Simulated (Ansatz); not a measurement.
Partial pair distribution functions of a relaxed model of amorphous Al28O44Ti, broadened by 0.06 Å; density 3.10 g/cm³. Computed with PBE, scalar-relativistic without spin-orbit coupling (plane waves to 420 eV, PAW; Ansatz, a quantum-chemistry and plane-wave program).

A CHGNet melt-quench gave the starting glass, which DFT then relaxed. O atoms were pushed apart under 1.9 Å during the dynamics, to hinder bonds among them. The hot cell started wider than the set density and was brought back towards it in steps. It is the lowest in DFT energy of 2 quenches. It is a model cell: composition and starting density were chosen by hand, and all elements were melted together. No dispersion term was used. Its density started from a set value of 3.12 and ended at 3.10 g/cm³. Cooling (nominally 410 K/ps over its main leg) ran many orders faster than in experiment, which tends to leave more defects and strain. Values belong to this one cell and scatter from quench to quench. Volume and shape were free in the relaxation.

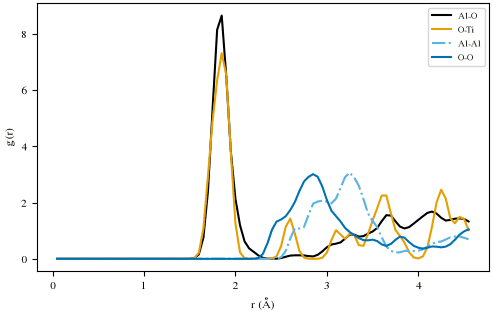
Fig. 1. Partial pair distribution functions

Highest peaks under 4.5 Å: Al-O near 1.85 Å, O-Ti near 1.85 Å, Al-Al near 3.25 Å, O-O near 2.85 Å; pairs of few atoms are noisy.

Within 2.32 Å each Al has 4.79 O neighbours on average.
